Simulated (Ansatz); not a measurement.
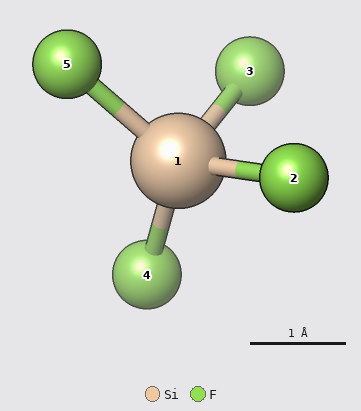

Figure 1. The starting structure (ball-and-stick view, seen at a tilt; atoms are numbered from 1 in the order of the input). Bond lengths as drawn: F–Si 1.60 Å.

SiF₄: geometry relaxation

System: SiF₄.
Method: RKS PBE0-D4/def2-TZVP (Ansatz 0.2.0).

Figures and captions count atoms from 1; the log counts them from 0 in places.

Input
```yaml
crystal:
  periodic: [false, false, false]
  atoms:
    - {symbol: Si, position_ang: [-0.822433, 0.224221, -0.382129]}
    - {symbol: F, position_ang: [-0.275526, -0.668773, -1.588678]}
    - {symbol: F, position_ang: [-2.231039, 0.608371, -1.036748]}
    - {symbol: F, position_ang: [-1.396022, -0.515770, 0.912351]}
    - {symbol: F, position_ang: [-0.261631, 1.711534, -0.221781]}
basis:
  gaussian: {orbitals: def2-TZVP}
hamiltonian: {xc: pbe0, dispersion: d4}
relax: {f_tol: 0.005, max_steps: 200}
```

Launch command:
```bash
ansatz run in.yaml --threads 8 --pin off --events-out ev --progress --plain --max-ram 19148MiB
```

Output
```
Functional definition: PBE0
  name "PBE0"
  cite "Adamo & Barone, J. Chem. Phys. 110, 6158 (1999) doi:10.1063/1.478522"
  cite "Perdew, Burke & Ernzerhof, Phys. Rev. Lett. 77, 3865 (1996) doi:10.1103/PhysRevLett.77.3865"
  parent pbe
  parameter a = 0.25
  parameter kappa = 0.804
  parameter beta = 0.06672455060314922
  exchange = (1 - a)*pbe_x(kappa = kappa, mu = beta*pi^2/3) + a*exact_x
  correlation = pbe_c(beta = beta)
892 factors; their error is unknown
mean field evaluation 1: about -18738.6475 eV, gradient 5.9e1 eV
mean field evaluation 2: about -18733.2775 eV, gradient 8.8e1 eV
mean field evaluation 4: about -18743.2114 eV, gradient 1.5e0 eV
mean field evaluation 8: about -18743.2919 eV, gradient 1.4e-2 eV
mean field -18743.29194277 eV, -688.8032742371 hartree, gradient 5.7e-5 eV, S^2 0.000000; 0 other end points of the search recorded, 0 dependent functions left out
the calculation of the forces begins
reference -18743.29196205 eV, -688.8032749457 hartree; 25, 25 occupied and 136, 136 virtual orbitals, 892 factors
relax step   1: F+E_penalty+E_count = -18743.36268455 eV  Δ(F+E_penalty+E_count) = +0.000e0 eV  max|allowed force component| = 3.962e0 eV/Å  Δτ_max = 0.0000 Å  (23 SCF iters, accepted)
these checks for a lower state are left out or cut short: starts, cluster_reference, orbital_swaps, neighbouring_geometries, increment
892 factors; their error is unknown
mean field evaluation 16: about -18743.8913 eV, gradient 3.9e-1 eV
mean field -18743.96987767 eV, -688.8281878854 hartree, gradient 2.4e-5 eV, S^2 0.000000; 0 other end points of the search recorded, 0 dependent functions left out
the calculation of the forces begins
reference -18743.96989668 eV, -688.8281885840 hartree; 25, 25 occupied and 136, 136 virtual orbitals, 892 factors
relax step   2: F+E_penalty+E_count = -18744.04061896 eV  Δ(F+E_penalty+E_count) = -6.779e-1 eV  max|allowed force component| = 1.603e0 eV/Å  Δτ_max = 0.1154 Å  (31 SCF iters, accepted)
these checks for a lower state are left out or cut short: starts, cluster_reference, orbital_swaps, neighbouring_geometries, increment
892 factors; their error is unknown
mean field -18744.18177606 eV, -688.8359750074 hartree, gradient 2.3e-5 eV, S^2 0.000000; 0 other end points of the search recorded, 0 dependent functions left out
the calculation of the forces begins
reference -18744.18179504 eV, -688.8359757051 hartree; 25, 25 occupied and 136, 136 virtual orbitals, 892 factors
relax step   3: F+E_penalty+E_count = -18744.25308722 eV  Δ(F+E_penalty+E_count) = -2.125e-1 eV  max|allowed force component| = 5.852e-1 eV/Å  Δτ_max = 0.0932 Å  (32 SCF iters, accepted)
these checks for a lower state are left out or cut short: starts, cluster_reference, orbital_swaps, neighbouring_geometries, increment
892 factors; their error is unknown
mean field evaluation 32: about -18744.1242 eV, gradient 4.7e-3 eV
mean field -18744.19938720 eV, -688.8366222050 hartree, gradient 2.3e-5 eV, S^2 0.000000; 0 other end points of the search recorded, 0 dependent functions left out
the calculation of the forces begins
reference -18744.19940615 eV, -688.8366229013 hartree; 25, 25 occupied and 136, 136 virtual orbitals, 892 factors
relax step   4: F+E_penalty+E_count = -18744.27053254 eV  Δ(F+E_penalty+E_count) = -1.745e-2 eV  max|allowed force component| = 3.025e-2 eV/Å  Δτ_max = 0.0140 Å  (26 SCF iters, accepted)
these checks for a lower state are left out or cut short: starts, cluster_reference, orbital_swaps, neighbouring_geometries, increment
892 factors; their error is unknown
mean field -18744.19941449 eV, -688.8366232079 hartree, gradient 2.3e-5 eV, S^2 0.000000; 0 other end points of the search recorded, 0 dependent functions left out
the calculation of the forces begins
reference -18744.19943344 eV, -688.8366239041 hartree; 25, 25 occupied and 136, 136 virtual orbitals, 892 factors
relax step   5: F+E_penalty+E_count = -18744.27054609 eV  Δ(F+E_penalty+E_count) = -1.355e-5 eV  max|allowed force component| = 2.165e-2 eV/Å  Δτ_max = 0.0016 Å  (28 SCF iters, accepted)
these checks for a lower state are left out or cut short: starts, cluster_reference, orbital_swaps, neighbouring_geometries, increment
892 factors; their error is unknown
mean field -18744.19942994 eV, -688.8366237757 hartree, gradient 6.8e-5 eV, S^2 0.000000; 0 other end points of the search recorded, 0 dependent functions left out
the calculation of the forces begins
reference -18744.19944889 eV, -688.8366244719 hartree; 25, 25 occupied and 136, 136 virtual orbitals, 892 factors
relax step   6: F+E_penalty+E_count = -18744.27056779 eV  Δ(F+E_penalty+E_count) = -2.171e-5 eV  max|allowed force component| = 2.416e-4 eV/Å  Δτ_max = 0.0006 Å  (18 SCF iters, accepted)
```

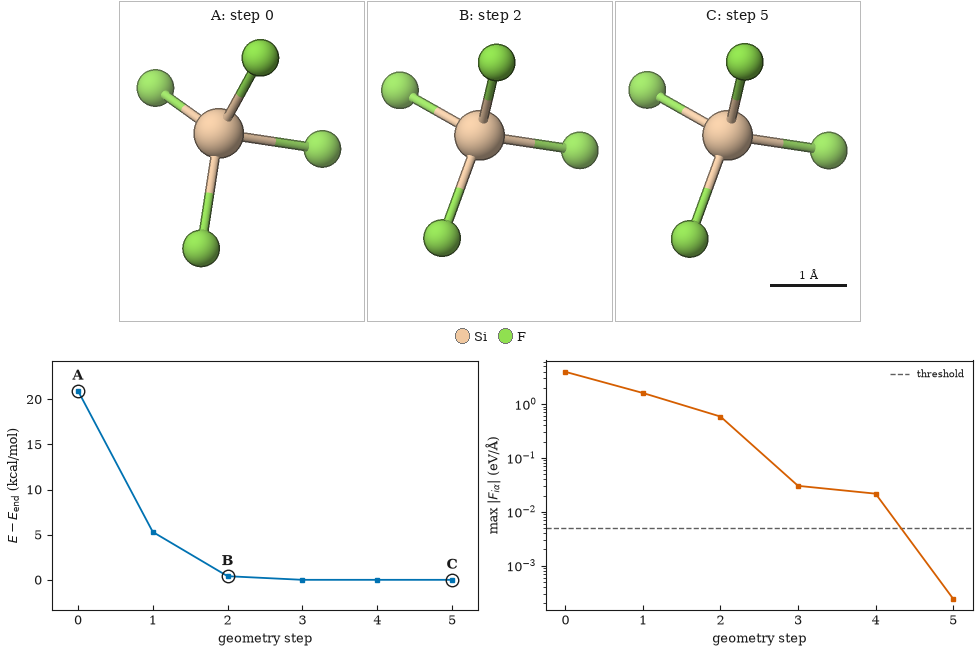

Figure 2. Frames of the relaxation (ball-and-stick view, seen at a tilt) above the curves, on which the letters mark them (the first geometry is step 0 here and step 1 in the log).

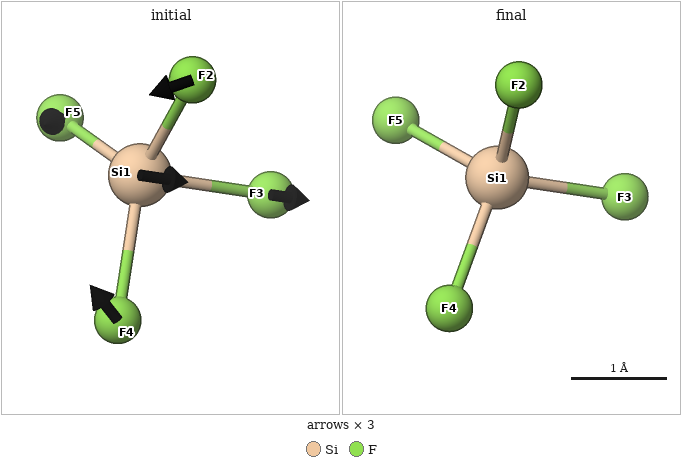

Figure 3. Before (left) and after (right) the relaxation, at one scale (ball-and-stick view, seen at a tilt). The black arrows give the displacements, magnified 3 times. Si1 moves most after the best rigid fit: 0.20 Å. By element the largest moves are Si 0.20 Å, F 0.16 Å. Distances before and after: Si1–F2 1.598 → 1.562 Å. Among the angles that change: F2–Si1–F3 97.3° → 109.5°, F2–Si1–F4 118.4° → 109.5°. After 5 geometry steps the energy has fallen by 20.9 kcal/mol. The largest force component goes from 4 to 0.00024 eV/Å. (Atoms are counted from 1 in the order of the input.)

```
892 factors; their error is unknown
mean field -18744.19942994 eV, -688.8366237757 hartree, gradient 6.8e-5 eV, S^2 0.000000; 1 other end points of the search recorded, 0 dependent functions left out
the calculation of the forces begins
reference -18744.19944889 eV, -688.8366244719 hartree; 25, 25 occupied and 136, 136 virtual orbitals, 892 factors
Total energy: -18744.27058674 eV, -688.8392387397 hartree
Atom 0 at    -0.997320     0.271913    -0.463394 Å, force    -0.000242     0.000065    -0.000116 eV/Å
Atom 1 at    -0.196283    -0.637649    -1.448376 Å, force     0.000039     0.000021     0.000086 eV/Å
Atom 2 at    -2.372220     0.646855    -1.102327 Å, force     0.000079    -0.000018     0.000039 eV/Å
Atom 3 at    -1.237457    -0.495521     0.875462 Å, force     0.000089     0.000014    -0.000030 eV/Å
Atom 4 at    -0.183371     1.573986    -0.178351 Å, force     0.000035    -0.000082     0.000021 eV/Å
Dipole moment:     0.000025    -0.000010     0.000006 e Å
```

Trajectory as extended XYZ (Å, eV, eV/Å), 6 frames, from step=1 to step=6
```
5
Properties=species:S:1:pos:R:3:forces:R:3 step=1 energy=-18743.36269
Si   -0.8224    0.2242   -0.3821   -3.9618   1.0806  -1.8411
F    -0.2755   -0.6688   -1.5887    0.8686   0.4833   1.8177
F    -2.2310    0.6084   -1.0367    0.2849  -0.0778   0.1325
F    -1.3960   -0.5158    0.9124    1.9531   0.3351  -0.6034
F    -0.2616    1.7115   -0.2218    0.8552  -1.8212   0.4943
5
Properties=species:S:1:pos:R:3:forces:R:3 step=2 energy=-18744.04062
Si   -0.9240    0.2519   -0.4293   -1.6031   0.4374  -0.7449
F    -0.2197   -0.6649   -1.5253   -0.0377   0.6863   1.3098
F    -2.3253    0.6341   -1.0805    0.7107  -0.1939   0.3303
F    -1.3115   -0.5158    0.9116    0.9804   0.5471  -0.9628
F    -0.2062    1.6544   -0.1934   -0.0503  -1.4769   0.0676
5
Properties=species:S:1:pos:R:3:forces:R:3 step=3 energy=-18744.25309
Si   -0.9967    0.2718   -0.4631    0.0112  -0.0032   0.0050
F    -0.2038   -0.6298   -1.4404    0.3288  -0.3668  -0.3914
F    -2.3590    0.6432   -1.0962   -0.5852   0.1596  -0.2719
F    -1.2362   -0.4888    0.8638   -0.0887  -0.3098   0.5404
F    -0.1910    1.5632   -0.1811    0.3340   0.5202   0.1179
5
Properties=species:S:1:pos:R:3:forces:R:3 step=4 energy=-18744.27053
Si   -0.9970    0.2718   -0.4633    0.0005  -0.0002   0.0002
F    -0.1968   -0.6374   -1.4483    0.0147  -0.0138  -0.0123
F    -2.3713    0.6466   -1.1019   -0.0302   0.0083  -0.0140
F    -1.2377   -0.4953    0.8751    0.0000  -0.0118   0.0205
F    -0.1838    1.5738   -0.1786    0.0149   0.0175   0.0056
5
Properties=species:S:1:pos:R:3:forces:R:3 step=5 energy=-18744.27055
Si   -0.9973    0.2719   -0.4634   -0.0026   0.0007  -0.0012
F    -0.1960   -0.6379   -1.4486   -0.0109   0.0122   0.0130
F    -2.3727    0.6470   -1.1026    0.0216  -0.0059   0.0101
F    -1.2375   -0.4958    0.8759    0.0029   0.0103  -0.0180
F    -0.1831    1.5744   -0.1783   -0.0111  -0.0173  -0.0039
5
Properties=species:S:1:pos:R:3:forces:R:3 step=6 energy=-18744.27057
Si   -0.9973    0.2719   -0.4634   -0.0002   0.0001  -0.0001
F    -0.1963   -0.6376   -1.4484    0.0000   0.0000   0.0001
F    -2.3722    0.6469   -1.1023    0.0001   0.0000   0.0000
F    -1.2375   -0.4955    0.8755    0.0001   0.0000   0.0000
F    -0.1834    1.5740   -0.1784    0.0000  -0.0001   0.0000
```

Summary

- outcome: converged
- total energy: −18744.2706 eV
- mean-field energy: −18744.1994 eV
- dispersion energy: −0.0711 eV
- SCF solution under orbital rotations: stable
- largest force (length of the vector) at the end: under 0.001 eV/Å
- dipole moment: 0.00 D
- hardware: 8 threads of Arm Neoverse V1, 23 GiB of memory available, shared host
- wall time: 4.7 s (CPU time 32 s)
- peak memory: 0.51 GiB
